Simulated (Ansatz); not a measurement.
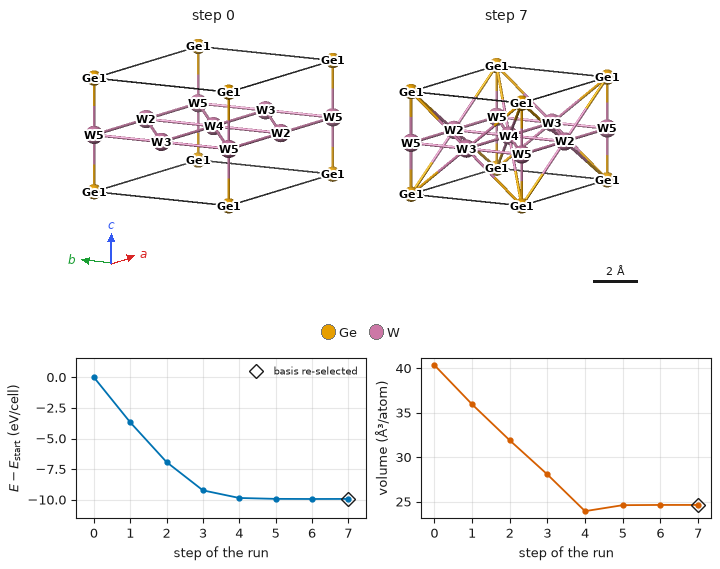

First and last geometry of a relaxation of solid GeW4 (a generated structure, set up in P6/mmm) (coarse preliminary run), with the history of the run. The picture is a ball-and-stick view of the cell of the calculation, seen from a free direction.

The calculation used Ansatz 0.2.0, DFT PBE, scalar-relativistic, plane waves, PAW.

Input
```yaml
crystal:
  lattice:
    - [6.48764167, 0.0, 0.0]
    - [-3.24382084, 5.6184625, 0.0]
    - [0.0, 0.0, 5.53676061]
  atoms:
    - { symbol: Ge, position: [0.0, 0.0, 0.0] }
    - { symbol: W, position: [0.5, 0.0, 0.5] }
    - { symbol: W, position: [0.0, 0.5, 0.5] }
    - { symbol: W, position: [0.5, 0.5, 0.5] }
    - { symbol: W, position: [0.0, 0.0, 0.5] }
basis:
  ecutwfc: 420
kpoints:
  mp_grid: { grid: [3, 3, 4] }
hamiltonian:
  xc: pbe
scf:
  occupations: { method: gaussian, width: 0.1 }
  lower_state_search: "off"
output:
  forces: true
  stress: true
  eigenvalues: true
relax:
  adjacent_minimum: "off"
  f_tol: 0.04
  max_steps: 70
  cell: { stress_tol: 0.4 }
```

Command:
```bash
ansatz run input.yaml --threads 1 --pin off --max-ram 2560MiB --backend cpu --events-out ev --progress --plain --runs-dir out
```

What do the curves and the structures tell?

It converged. No atom moves by more than 0.005 Å relative to the cell. Cell: a = b 6.488 → 5.332 Å (−17.8 %), c 5.537 → 5.002 Å (−9.7 %). Volume −39.0 %. Among the contacts that change: Ge1–W2 4.265 → 3.656 Å, W2–W3 3.244 → 2.666 Å, Ge1–W5 2.768 → 2.501 Å. The space group stays P6/mmm (No. 191). Over 6 accepted moves (7 points after the start) the energy falls by 9.930 eV per cell of the calculation. All forces vanish by symmetry, so only the cell relaxes. The pressure goes from −22.35 to −0.10 GPa. At 1 point the geometry stayed and the basis and grid were re-selected for the new cell (energy shift of 5.7 meV per cell of the calculation at most each time).

```
step  E − E(0), meV/atom  pressure, GPa  volume, Å³/atom                      note
   0                0.00         -22.35           40.364                          
   1             -735.29         -22.62           35.956                          
   2            -1384.46         -19.95           31.907                          
   3            -1846.35         -12.23           28.065                          
   4            -1970.62           4.99           23.937                          
   5            -1985.23          -0.68           24.610                          
   6            -1987.21          -0.09           24.636                          
   7            -1986.08          -0.10           24.636  same geometry, new basis
```
